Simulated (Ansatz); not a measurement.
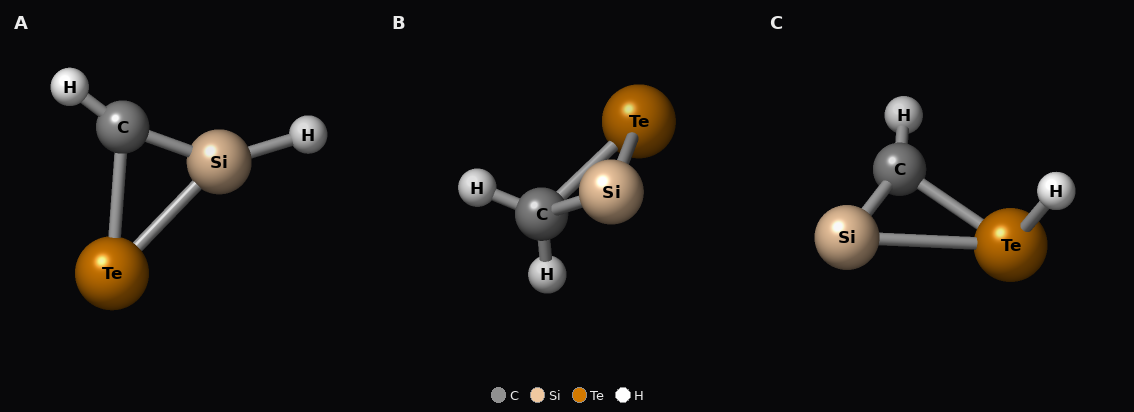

3 stationary structures of one formula. Geometries: PBE0-D4/def2-TZVP. Electronic energies: RHF-CCSD(T) (frozen core)/def2-TZVPP (Ansatz 0.2.0), without zero-point energy. No frequency run is at hand to confirm each as a minimum.

Question: Which is lowest in energy, and by how much?

Answer: B is lowest (Cs); C lies 121.4 kJ/mol above it (C1), A lies 211.4 kJ/mol above it (Cs).
